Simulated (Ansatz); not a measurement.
Cl4FTi (doublet)

Input

```
crystal:
  periodic: [false, false, false]
  atoms:
    - { symbol: Ti, position_ang: [0.130057, 1.0e-06, 0.264114] }
    - { symbol: Cl, position_ang: [1.574461, 3.0e-06, 2.090578] }
    - { symbol: F, position_ang: [1.133196, -1.0e-06, -1.139951] }
    - { symbol: Cl, position_ang: [-1.103003, 1.78006, 0.166758] }
    - { symbol: Cl, position_ang: [-1.103003, -1.780059, 0.166765] }
    - { symbol: Cl, position_ang: [-1.138607, -4.0e-06, 3.843936] }
magnetization:
  spin_polarized: true
  initial_magnetization: 1
basis:
  gaussian: { orbitals: def2-SVP }
hamiltonian:
  xc: pbe
relax:
  f_tol: 0.03
  max_steps: 50
output:
  orbitals: {}
```

Launched as:

```sh
ansatz run input.yaml --threads 4 --pin off --max-ram 5120MiB --backend cpu --events-out ev --progress --plain --runs-dir out
```

The fields are those of the run's last geometry, not of the input's.

All numbers below come from UKS PBE/def2-SVP (Ansatz 0.2.0).

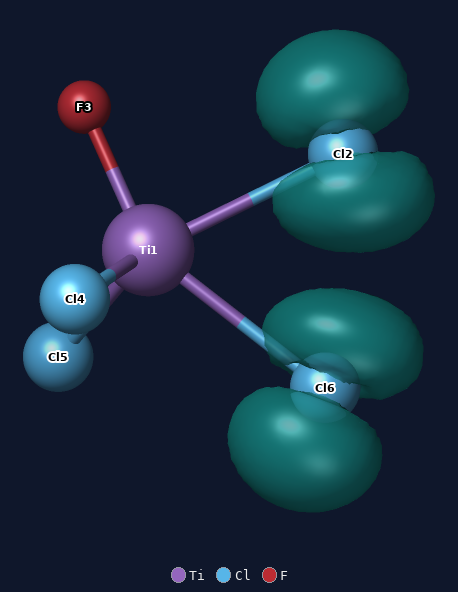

Figure 1. Isosurfaces of the spin density (α minus β) at +0.03 (teal) and −0.03 e/Å³ (pink), seen at a tilt.

Question: Which atoms carry the spin?

Answer: The unpaired spin (1 electron) lies mostly on Cl6 (about 0.5) and Cl2 (about 0.5), in electrons by Hirshfeld's partition. Only one sign reaches the isovalue.

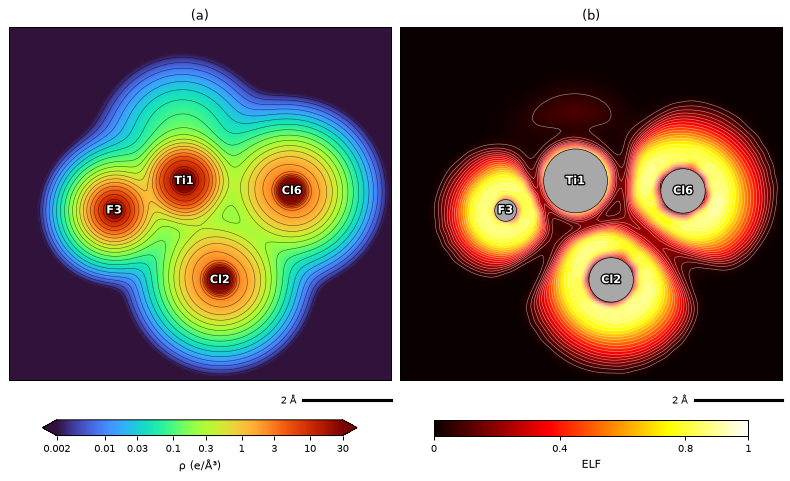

Figure 2. (a) total electron density; (b) electron localisation function on the plane of atoms Cl2, Ti1 and Cl6. Grey discs cover the atomic cores in the ELF map.

Question: What does the map show?

Answer: Atoms in the plane: Ti, Cl and F. Ti–F (1.74 Å): ρ at the midpoint is about 1.1 e/Å³; the ELF peaks at about 0.85 in the valence shell of F, 0.5 Å from its nucleus, and drops to about 0.25 between the two atoms. Ti–Cl (2.41 Å): ρ is about 0.41 e/Å³ halfway; the ELF peaks at about 0.85 in the valence shell of Cl, 0.8 Å from its nucleus, and is about 0.40 at the midpoint. Ti–Cl (2.47 Å): the density is about 0.36 e/Å³ at the midpoint; the ELF peaks at about 0.90 in the valence shell of Cl, 0.9 Å from its nucleus, and is about 0.35 at the midpoint.

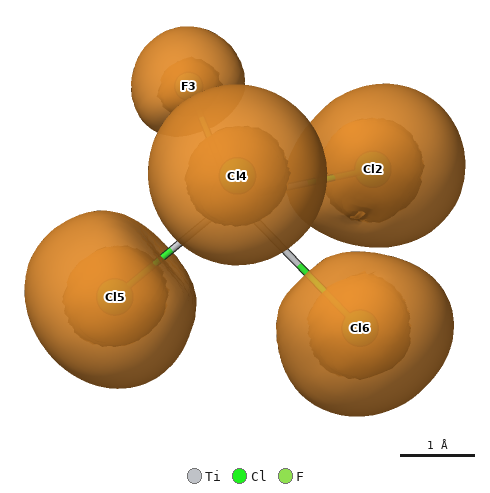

Figure 3. Isosurface of the electron localisation function at 0.75 (orange), seen at a tilt. Core shells and regions of very low density are left out.

Question: Describe the localisation domains.

Answer: The surface consists of four regions wrapped around Cl (the valence shell of each) and one region wrapped around F (its valence shell). Profiles from the grid: Ti–Cl (2.18 Å): the ELF peaks at about 0.85 in the valence shell of Cl, 0.8 Å from its nucleus, and is about 0.40 at the midpoint.
